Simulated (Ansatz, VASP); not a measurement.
# MgTe2Pb in two plane-wave programs

Wanted: the spread between two codes on one cell, functional and k mesh. The cell is invented: As first built, before any earlier steps moved the atoms: it takes the MgCdTe2 structure with some of its atoms replaced by other elements, volume scaled by an estimate. It may not be a known or stable phase. The cell comes out of the VASP series on this material, whose earlier steps may have relaxed, scaled or displaced it; both programs get it as it stands.

Program: Ansatz 0.2.0. Level of theory: plane waves, with VASP 6.6.1 beside it; band structure at LDA, band structure at PBEsol and dielectric response at PBE. Results are calculated unless marked as measured.

**1. The structure**

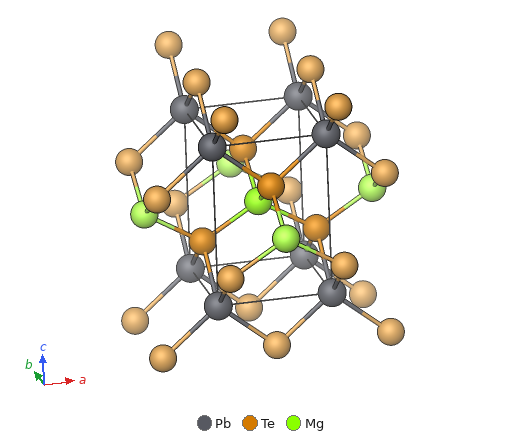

The cell as given, slightly off an axis (lead dark grey, tellurium orange, magnesium green). Some periodic images of atoms are drawn too.

**2. Ansatz: band structure, LDA**

Ansatz runs on its default PAW (the set named soft_2) files.

The same path points are solved in both programs, so levels can be compared one by one.

File input.yaml:

```yaml
crystal:
  lattice:
    - [4.8556872069, 0.0, 0.0]
    - [0.0, 4.8556872069, 0.0]
    - [0.0, 0.0, 6.9888935447]
  atoms:
    - { symbol: Pb, position: [0.0, 0.0, 0.0] }
    - { symbol: Te, position: [0.0, 0.5, 0.2884569215] }
    - { symbol: Te, position: [0.5, 0.0, 0.7115430785] }
    - { symbol: Mg, position: [0.5, 0.5, 0.5] }
hamiltonian:
  xc: lda
  pseudopotentials: { kind: paw }
kpoints:
  mp_grid: { grid: [3, 3, 2] }
  band_path:
    path:
      - [0.0, 0.0, 0.0]
      - [0.0, 0.13333, 0.0]
      - [0.0, 0.3, 0.0]
      - [0.0, 0.46667, 0.0]
      - [0.1, 0.5, 0.0]
      - [0.26667, 0.5, 0.0]
      - [0.43333, 0.5, 0.0]
      - [0.5, 0.5, 0.0]
      - [0.43333, 0.43333, 0.0]
      - [0.26667, 0.26667, 0.0]
      - [0.1, 0.1, 0.0]
      - [0.0, 0.0, 0.03333]
      - [0.0, 0.0, 0.2]
      - [0.0, 0.0, 0.36667]
      - [0.0, 0.0, 0.5]
      - [0.0, 0.16667, 0.5]
      - [0.0, 0.3, 0.5]
      - [0.0, 0.46667, 0.5]
      - [0.1, 0.5, 0.5]
      - [0.26667, 0.5, 0.5]
      - [0.43333, 0.5, 0.5]
      - [0.5, 0.5, 0.5]
      - [0.43333, 0.43333, 0.5]
      - [0.26667, 0.26667, 0.5]
      - [0.1, 0.1, 0.5]
      - [0.0, 0.5, 0.03333]
      - [0.0, 0.5, 0.2]
      - [0.0, 0.5, 0.36667]
      - [0.5, 0.5, 0.0]
      - [0.5, 0.5, 0.16667]
      - [0.5, 0.5, 0.33333]
      - [0.5, 0.5, 0.5]
    npoints: 1
scf:
  occupations: { method: gaussian, width: 0.02 }
  n_extra_bands: 8
output:
  forces: true
  stress: true
  eigenvalues: true
  write_density: true
  write_potential: true
  elf: true
  volumetric_format: npy
```

On the command line:

```sh
> ansatz run input.yaml --threads 2 --pin off --max-ram 4608MiB --backend cpu --events-out ev --progress --plain --runs-dir out
```

Numbers of over 12 decimals in the logs are rounded to 6 here.

Output:

```text
scf.n_extra_bands = 8 over 28 filled bands (N_el = 56.0): the run solves 36 bands
Engine: ansatz 0.2.0, aarch64-unknown-linux-gnu
Pseudopotentials: kind: paw
Pseudopotential: Pb, paw, valence charge 14, recommended cutoff 420 eV (normal), Pb.paw.azcp
Pseudopotential: Te, paw, valence charge 16, recommended cutoff 420 eV (normal), Te.paw.azcp
Pseudopotential: Mg, paw, valence charge 10, recommended cutoff 420 eV (normal), Mg.paw.azcp
Functional definition: SPW92
  exchange = slater_x
  correlation = pw_c
Crystal: 4 atoms, lattice volume = 164.782 Å³
Basis set: ecut = 420 eV, 3251 PW (Γ)
Bands: 36, of which v1, the nominal top of the filled ones, is band 28 counted from 1 (27 counted from 0)
Symmetry: 8 space group operations
Space group: P-4m2 (ITA 115), of the structure as read, at distance tolerance 5.5e-5 Å
k-points: 6 of 18
Non-local potential: Pb, projectors of the file, l = 0: 2, l = 1: 2, l = 2: 2, l = 3: 2
Non-local potential: Te, projectors of the file, l = 0: 2, l = 1: 2, l = 2: 2, l = 3: 2
Non-local potential: Mg, projectors of the file, l = 0: 3, l = 1: 2, l = 2: 1
PAW form: soft (Blöchl's): semilocal exchange-correlation on the pseudo side does not see the compensation charge
PAW frozen core: Pb, regenerated for the run's functional, and the local potential with it (the file was generated under x = pbe(κ = 0.804, μ = 0.219515), c = pbe(β = 0.066725))
PAW frozen core: Te, regenerated for the run's functional, and the local potential with it (the file was generated under x = pbe(κ = 0.804, μ = 0.219515), c = pbe(β = 0.066725))
PAW frozen core: Mg, regenerated for the run's functional, and the local potential with it (the file was generated under x = pbe(κ = 0.804, μ = 0.219515), c = pbe(β = 0.066725))
PAW one-centre angular grid: Pb, 590 points (default); XC on 64 Gauss nodes
PAW one-centre angular grid: Te, 590 points (default); XC on 64 Gauss nodes
PAW one-centre angular grid: Mg, 110 points (default); XC on 64 Gauss nodes
Initial density: superposition of atomic densities (neutral atoms: chi_scale 0, normalization atom), corrected by the library's trained network
Initial wavefunctions: pseudopotential atomic-orbital guess
Functional: x = slater, c = lda
SCF iter   1: F=—  HF=-27159.894451 eV  |F-HF|=—  |Δ(HF+E_count)|=         —  Δρ=4.41e-3  dr2=3.54e-2  ethr=1.77e-3  ⟨swp⟩=9.2  Hψ=982  notcnv=0
preconditioner: auto → Resta (q_TF=auto, 2.279 Å⁻¹)  ε∞=2.4  [insulator: Δε(μ)=1.199 eV  Ē_g=12.839 eV  σ=0.020 eV  W_gap=1.00  n_scr=36 (ndim 8)  ℏωp=15.3 eV  f_vac=0.161  D(μ)=0.00/eV (n_scr^D=0)  ε∞_Penn≈2.4]
SCF iter   2: F=—  HF=-27159.882167 eV  |F-HF|=—  |Δ(HF+E_count)|=   1.23e-2  Δρ=1.83e-3  dr2=3.57e-3  ethr=6.32e-5  ⟨swp⟩=3.0  Hψ=481  notcnv=0  defer=19
SCF iter   3: F=—  HF=-27159.881184 eV  |F-HF|=—  |Δ(HF+E_count)|=   9.83e-4  Δρ=4.91e-4  dr2=4.28e-4  ethr=6.38e-6  ⟨swp⟩=2.0  Hψ=386  notcnv=0  defer=19
SCF iter   4: F=—  HF=-27159.881134 eV  |F-HF|=—  |Δ(HF+E_count)|=   4.98e-5  Δρ=1.38e-4  dr2=3.76e-5  ethr=7.64e-7  ⟨swp⟩=2.0  Hψ=239  notcnv=0  defer=19
SCF iter   5: F=—  HF=-27159.881138 eV  |F-HF|=—  |Δ(HF+E_count)|=   3.91e-6  Δρ=2.61e-5  dr2=1.79e-6  ethr=6.72e-8  ⟨swp⟩=2.0  Hψ=250  notcnv=0  defer=19
SCF iter   6: F=—  HF=-27159.881138 eV  |F-HF|=—  |Δ(HF+E_count)|=   4.50e-7  Δρ=6.99e-6  dr2=1.24e-7  ethr=3.20e-9  ⟨swp⟩=2.0  Hψ=339  notcnv=0  defer=19
SCF iter   7: F=-27159.881138 eV  HF=-27159.881138 eV  |F-HF|=1.01e-9  |Δ(HF+E_count)|=  8.69e-10  Δρ=1.89e-6  dr2=9.13e-9  ethr=1.79e-10  ⟨swp⟩=15.5  Hψ=1751  notcnv=0
SCF 1 converged in 7 iterations: F = -27159.881138 eV  dr2 = 9.13e-9
  greatest PAW one-centre occupation: 1.000 electrons in one spin orbital (limit 2), on the Mg atom at site 3 (counted from 0), in its partial waves of l = 0
NSCF: frozen V_eff on 32 k-points
SCF converged after 7 iterations
Free energy (F): -27159.881138 eV
Harris-Foulkes:  -27159.881138 eV  (|F-HF|=1.01e-9)
Internal energy: -27159.881138 eV  (E = F + TS)
E sigma→0 (E₀):  -27159.881138 eV
Fermi energy:    5.109415 eV
--- Per-component energies (eV) ---
  E_band       = -1115.270092
  E_kinetic    = 725.798689
  E_local      = -6516.967014  (includes V_loc(G=0)·N_el)
  E_nonlocal   = -158.787145
  E_hartree    = 3171.387461
  E_xc         = -494.204175
  E_vxc        = -378.708276  (∫ρ·V_xc dr)
  E_paw        = -19393.093324  (= ΣΔE_a)
  E_vpaw       = -1129.385158  (= ΣTr[D̂ρ^β])
  E_aug_tail   = -0.000365  (compensation charges beyond the density's cutoff)
  E_ewald      = -4495.445353
  E_core_change = 1.430088  (= ΣΔE_core)
  E_smearing   = -0.000000  (= −TS)
  E_closure    = -0.000000  (closes the sum)
  Σ components = -27159.881138   (vs F -27159.881138, Δ=0.00e0)
--- Forces (eV/Å), atoms counted from 1 ---
  atom   1  Pb     0.00000000     0.00000000    -0.00000000
  atom   2  Te    -0.00000000     0.00000000    -0.14898013
  atom   3  Te    -0.00000000     0.00000000     0.14898013
  atom   4  Mg    -0.00000000     0.00000000     0.00000000
  max |Σ_I F_I| component: 1.59e-16 eV/Å
--- Stress (GPa, compression-positive) ---
       -1.969848       0.000000       0.000000
        0.000000      -1.969848       0.000000
        0.000000       0.000000      -2.355794
  P = ⅓ Tr σ = -2.0985 GPa (-20.985 kbar)
--- Band table (eV; the first three rows and the last of 6) ---
  k-point 0: bands = [... 24 lower, 2.7956, 3.2216, 3.6417, 3.6417, 6.1570, 6.3942, 6.9383, 6.9383, ... 4 higher]
  k-point 1: bands = [... 24 lower, 2.8465, 2.9533, 2.9533, 4.3113, 5.7241, 7.0743, 7.4183, 7.5607, ... 4 higher]
  k-point 2: bands = [... 24 lower, 2.5475, 2.7476, 3.4072, 4.4093, 6.5161, 7.1643, 7.2080, 7.4990, ... 4 higher]
  k-point 5: bands = [... 24 lower, 1.9607, 2.5867, 2.9686, 4.4943, 6.4075, 7.1766, 8.1471, 8.7011, ... 4 higher]
```

It took 12 s on 2 threads of Arm Neoverse N1, shared host; peak memory 0.42 GiB.

**3. VASP: band structure, LDA**

The same cell, functional (in two slightly different forms), mesh and smearing now go to VASP, with its own data sets and cutoff.

Lines of VASP's logs that name or quote its potential files are left out, and so is its time.

File INCAR:

```
SYSTEM = MgTe2Pb
PREC = Accurate
ENCUT = 400
EDIFF = 1E-06
NELM = 100
ISMEAR = 0
SIGMA = 0.02
LREAL = .FALSE.
ALGO = Normal
GGA = CA
NBANDS = 28
LORBIT = 11
LWAVE = .FALSE.
LCHARG = .FALSE.
KPAR = 2
NCORE = 2
```

File POSCAR:

```
MgTe2Pb
1.0
    4.8556872069      0.0000000000      0.0000000000
    0.0000000000      4.8556872069      0.0000000000
    0.0000000000      0.0000000000      6.9888935447
Pb Te Mg
1 2 1
Direct
    0.0000000000      0.0000000000      0.0000000000
    0.0000000000      0.5000000000      0.2884569215
    0.5000000000      0.0000000000      0.7115430785
    0.5000000000      0.5000000000      0.5000000000
```

File KPOINTS:

```
Automatic mesh
0
Gamma
3 3 2
0 0 0
```

File KPOINTS_OPT:

```
Line mode
16
Line-mode
Reciprocal
  0.00000000   0.00000000   0.00000000 GAMMA
  0.00000000   0.50000000   0.00000000 X

  0.00000000   0.50000000   0.00000000 X
  0.50000000   0.50000000   0.00000000 M

  0.50000000   0.50000000   0.00000000 M
  0.00000000   0.00000000   0.00000000 GAMMA

  0.00000000   0.00000000   0.00000000 GAMMA
  0.00000000   0.00000000   0.50000000 Z

  0.00000000   0.00000000   0.50000000 Z
  0.00000000   0.50000000   0.50000000 R

  0.00000000   0.50000000   0.50000000 R
  0.50000000   0.50000000   0.50000000 A

  0.50000000   0.50000000   0.50000000 A
  0.00000000   0.00000000   0.50000000 Z

  0.00000000   0.50000000   0.00000000 X
  0.00000000   0.50000000   0.50000000 R

  0.50000000   0.50000000   0.00000000 M
  0.50000000   0.50000000   0.50000000 A
```

Potentials, in the order of the species: Pb_d, Te and Mg (PBE family, release 64).

On the command line:

```sh
> mpirun -np 4 vasp_std
```

Output:

```text
[banner, memory and clock lines left out]
running    4 mpi-ranks, on    1 nodes
 distrk:  each k-point on    2 cores,    2 groups
 distr:  one band on    2 cores,    1 groups

 POSCAR found type information on POSCAR PbTeMg
 POSCAR found :  3 types and       4 ions
|                                                                             |
|               ----> ADVICE to this user running VASP <----                  |
|                                                                             |
|     You enforced a specific xc type in the INCAR file but a different       |
|     [... a line on the potential file left out ...]
|     I HOPE YOU KNOW WHAT YOU ARE DOING!                                     |
|                                                                             |

 LDA part: xc-table for (Slater(with rela. corr.)+CA(PZ))
 , standard interpolation
 POSCAR, INCAR and KPOINTS ok, starting setup
 FFT: planning ... GRIDC
 FFT: planning ... GRID_SOFT
 FFT: planning ... GRID
 WAVECAR not read
 entering main loop
       N       E                     dE             d eps       ncg     rms          rms(c)
DAV:   1     0.186197775757E+03    0.18620E+03   -0.93470E+03   336   0.676E+02
DAV:   2     0.944012538311E+00   -0.18525E+03   -0.17526E+03   352   0.202E+02
DAV:   3    -0.152008894700E+02   -0.16145E+02   -0.15965E+02   436   0.678E+01
DAV:   4    -0.157615275227E+02   -0.56064E+00   -0.56020E+00   448   0.154E+01
DAV:   5    -0.157772777157E+02   -0.15750E-01   -0.15749E-01   456   0.211E+00    0.389E+00
DAV:   6    -0.152765047430E+02    0.50077E+00   -0.76349E-01   472   0.447E+00    0.227E+00
DAV:   7    -0.152264344657E+02    0.50070E-01   -0.25412E-01   376   0.168E+00    0.122E+00
DAV:   8    -0.152216112839E+02    0.48232E-02   -0.24427E-02   424   0.894E-01    0.382E-01
DAV:   9    -0.152213118978E+02    0.29939E-03   -0.49856E-03   432   0.384E-01    0.121E-01
DAV:  10    -0.152212519046E+02    0.59993E-04   -0.66115E-04   412   0.138E-01    0.477E-02
DAV:  11    -0.152213059235E+02   -0.54019E-04   -0.19241E-04   364   0.589E-02    0.373E-02
DAV:  12    -0.152212942729E+02    0.11651E-04   -0.23603E-05   376   0.206E-02    0.221E-02
DAV:  13    -0.152212954235E+02   -0.11506E-05   -0.42595E-06   376   0.694E-03    0.838E-03
DAV:  14    -0.152212950747E+02    0.34883E-06   -0.99279E-07   292   0.552E-03
   1 F= -.15221295E+02 E0= -.15221295E+02  d E =-.547050E-34
 Start KPOINTS_OPT (optional k-point list driver)
k-point batch [1-6\144]
       N       E                     dE             ncg
DAV:   1     0.142402331123E+03   -0.15949E+03      336
DAV:   2    -0.965868689322E+03   -0.11083E+04      380
DAV:   3    -0.105720638841E+04   -0.91338E+02      420
DAV:   4    -0.106021159311E+04   -0.30052E+01      412
DAV:   5    -0.106036604274E+04   -0.15445E+00      484
DAV:   6    -0.106037207593E+04   -0.60332E-02      444
DAV:   7    -0.106037212485E+04   -0.48919E-04      496
DAV:   8    -0.106037212567E+04   -0.81980E-06      360
[...]
k-point batch [139-144\144]
       N       E                     dE             ncg
DAV:   1     0.160656665665E+02   -0.42043E+04      336
DAV:   2    -0.101754053321E+04   -0.10336E+04      372
DAV:   3    -0.110234475699E+04   -0.84804E+02      448
DAV:   4    -0.110491109196E+04   -0.25663E+01      396
DAV:   5    -0.110505345793E+04   -0.14237E+00      548
DAV:   6    -0.110505437986E+04   -0.92193E-03      424
DAV:   7    -0.110505442074E+04   -0.40883E-04      540
DAV:   8    -0.110505442098E+04   -0.23451E-06      324
```

OUTCAR, selected parts (step 3):

```text
ion  position               nearest neighbor table
   1  0.000  0.000  0.000-   2 3.16   3 3.16   2 3.16   3 3.16
   2  0.000  0.500  0.288-   4 2.84   4 2.84   1 3.16   1 3.16
   3  0.500  0.000  0.712-   4 2.84   4 2.84   1 3.16   1 3.16
   4  0.500  0.500  0.500-   2 2.84   3 2.84   3 2.84   2 2.84

  LATTYP: Found a simple tetragonal cell.
 ALAT       =     4.8556872069
 C/A-ratio  =     1.4393212015

 Subroutine GETGRP returns: Found  8 space group operations
 (whereof  8 operations were pure point group operations)

The static configuration has the point symmetry D_2d.

 Found      6 irreducible k-points:

   k-points           NKPTS =      6   k-points in BZ     NKDIM =      6   number of bands    NBANDS=     28

   dimension x,y,z NGX =    32 NGY =   32 NGZ =   48
   dimension x,y,z NGXF=    64 NGYF=   64 NGZF=   96

   ENCUT  =  400.0 eV  29.40 Ry    5.42 a.u.   7.92  7.92 11.40*2*pi/ulx,y,z

   NELECT =      28.0000    total number of electrons

 k-points in reciprocal lattice and weights: Automatic mesh
   0.00000000  0.00000000  0.00000000       0.056
   0.33333333  0.00000000  0.00000000       0.222
   0.33333333  0.33333333  0.00000000       0.222
   0.00000000  0.00000000  0.50000000       0.056
   0.33333333  0.00000000  0.50000000       0.222
   0.33333333  0.33333333  0.50000000       0.222

 average (electrostatic) potential at core
       1 -94.5921       2 -90.8447       3 -90.8447       4 -38.8349

 E-fermi :   2.4441

 k-point     1 :       0.0000    0.0000    0.0000
  band No.  band energies     occupation
    ...
     10       0.1426      2.00000
     11       0.5782      2.00000
     12       0.9864      2.00000
     13       1.4086      2.00000
     14       1.4086      2.00000
     15       3.9212      0.00000
     16       4.1666      0.00000
     17       4.6989      0.00000
     18       4.6989      0.00000
     19       5.4490      0.00000
    ...

 k-point     2 :       0.3333    0.0000    0.0000
  band No.  band energies     occupation
    ...
     10      -0.5430      2.00000
     11       0.3079      2.00000
     12       0.5079      2.00000
     13       1.1723      2.00000
     14       2.1893      2.00000
     15       4.2785      0.00000
     16       4.9425      0.00000
     17       4.9716      0.00000
     18       5.2664      0.00000
     19       7.0809      0.00000
    ...

 k-point     3 :       0.3333    0.3333    0.0000
  band No.  band energies     occupation
    ...
     10      -0.2539      2.00000
     11      -0.1538      2.00000
     12       0.3219      2.00000
     13       0.4622      2.00000
     14       1.8900      2.00000
     15       3.6876      0.00000
     16       4.2904      0.00000
     17       5.9666      0.00000
     18       6.2485      0.00000
     19       7.6326      0.00000
    ...

  Total       -1.8972962     -1.8972962     -2.2918610      0.0000000      0.0000000      0.0000000
  in kB      -18.4474303    -18.4474303    -22.2837884      0.0000000      0.0000000      0.0000000
  external PRESSURE =     -19.7262163 kB  Pullay stress =       0.0000000 kB

  energy-cutoff  :      400.00
  volume of cell :      164.78
      direct lattice vectors                 reciprocal lattice vectors
     4.855687207  0.000000000  0.000000000     0.205944073  0.000000000  0.000000000
     0.000000000  4.855687207  0.000000000     0.000000000  0.205944073  0.000000000
     0.000000000  0.000000000  6.988893545     0.000000000  0.000000000  0.143084165

 POSITION                                       TOTAL-FORCE (eV/Angst)
 -----------------------------------------------------------------------------------
      0.00000      0.00000      0.00000         0.000000     -0.000000      0.000000
      0.00000      2.42784      2.01599         0.000000      0.000000     -0.147054
      2.42784      0.00000      4.97290         0.000000     -0.000000      0.147054
      2.42784      2.42784      3.49445         0.000000     -0.000000      0.000000
 -----------------------------------------------------------------------------------
    total drift:                                0.000000      0.000000      0.000000

  FREE ENERGIE OF THE ION-ELECTRON SYSTEM (eV)
  ---------------------------------------------------
  free  energy   TOTEN  =       -15.2212950747 eV

  energy  without entropy=      -15.2212950747  energy(sigma->0) =      -15.22129507

 total charge
# of ion       s       p       d       tot
------------------------------------------
    1        1.463   0.595   9.816  11.874
    2        1.366   2.047   0.011   3.424
    3        1.366   2.047   0.011   3.424
    4        0.173   0.118   0.022   0.313
--------------------------------------------------
tot          4.368   4.806   9.859  19.034

[... 3 further parts left out ...]
```

The run ends at a pressure of -1.97 GPa, with forces up to 0.15 eV/Å.

**4. Side by side**

Known differences besides the PAW data sets themselves: the two LDA forms differ slightly; the data sets hold 56 valence electrons in Ansatz (default PAW (the set named soft_2) files) and 28 in VASP; the cutoff is 420 eV in Ansatz and 400 eV in VASP; Ansatz makes its cores anew for this functional, VASP keeps those of its PBE data sets. Total energies have different zeros and are not compared.

The two programs side by side:

```
                     quantity  Ansatz   VASP  difference
               pressure (GPa)   -2.10  -1.97       -0.13
gap over the path points (eV)   0.780  0.758      +0.022
```

Forces (eV/Å; atoms numbered as in POSCAR):

```
atom        Ansatz x, y, z          VASP x, y, z
 Pb1   0.000, 0.000, 0.000   0.000, 0.000, 0.000
 Te2  0.000, 0.000, -0.149  0.000, 0.000, -0.147
 Te3   0.000, 0.000, 0.149   0.000, 0.000, 0.147
 Mg4   0.000, 0.000, 0.000   0.000, 0.000, 0.000
```

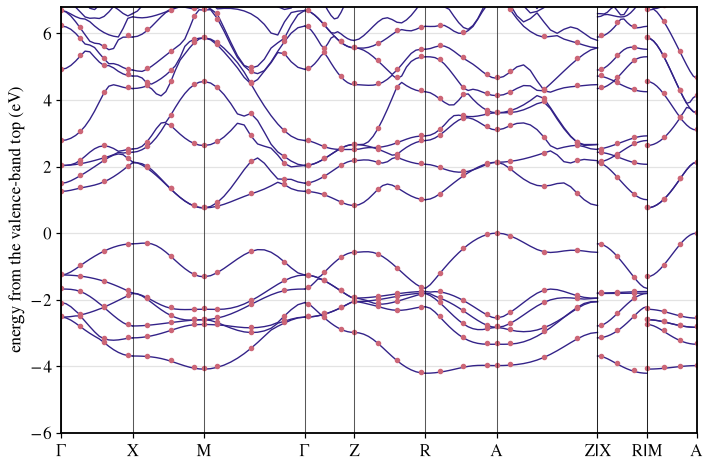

Bands from VASP (lines) and levels from Ansatz (dots). Dots without a line are higher empty bands that the VASP plot leaves out.

Levels at points of the path, from each program's valence-band top (eV; 4 filled, then empty):

```
k (reciprocal lattice)                                  Ansatz                                    VASP
     0.000 0.000 0.000  -2.09 -1.66 -1.24 -1.24 1.27 1.51 2.05  -2.09 -1.68 -1.26 -1.26 1.25 1.50 2.03
     0.000 0.133 0.000  -2.44 -1.74 -1.28 -0.97 1.37 1.73 2.10  -2.46 -1.75 -1.29 -0.98 1.35 1.73 2.08
     0.000 0.300 0.000  -2.21 -2.20 -1.43 -0.54 1.56 2.19 2.28  -2.24 -2.22 -1.45 -0.54 1.54 2.19 2.26
     0.000 0.467 0.000  -2.74 -1.86 -1.72 -0.33 2.03 2.26 2.44  -2.76 -1.88 -1.74 -0.33 2.01 2.24 2.42
     0.100 0.500 0.000  -2.75 -1.96 -1.92 -0.30 1.97 2.03 2.61  -2.77 -1.98 -1.94 -0.30 1.96 2.01 2.59
     0.267 0.500 0.000  -2.67 -2.45 -2.23 -0.69 1.35 1.35 3.26  -2.69 -2.47 -2.26 -0.69 1.33 1.33 3.24
     0.433 0.500 0.000  -2.59 -2.59 -2.27 -1.23 0.83 0.83 2.72  -2.61 -2.61 -2.29 -1.25 0.81 0.81 2.69
     0.500 0.500 0.000  -2.58 -2.58 -2.27 -1.30 0.78 0.78 2.66  -2.60 -2.60 -2.29 -1.31 0.76 0.76 2.63
     0.433 0.433 0.000  -2.66 -2.53 -2.27 -1.18 0.83 0.94 2.77  -2.69 -2.56 -2.29 -1.19 0.81 0.92 2.75
     0.267 0.267 0.000  -2.82 -2.12 -2.01 -0.54 1.19 2.17 2.93  -2.85 -2.15 -2.03 -0.55 1.18 2.15 2.92
```

The forces differ by 0.8 meV/Å r.m.s., which is 1.3 % of the r.m.s. force of 0.06 eV/Å (both taken over all components). Among the levels compared (up to four filled and three empty ones at each point), filled levels agree within 27 meV and empty ones within 28 meV.

[end of part 1 of 2]

[Lines on the potential files, build, host, timing and source positions are cut from VASP's logs without a mark.]

[Logs are printed without paths, hosts, clocks, repeated set-up lines and the standing remarks that a program may print on its own settings, such as how far it seeks lower states.]

[Hosts, paths, dates, database ids (printed as entryN), source tags and the programs' standing remarks are cut or masked in the printed files.]
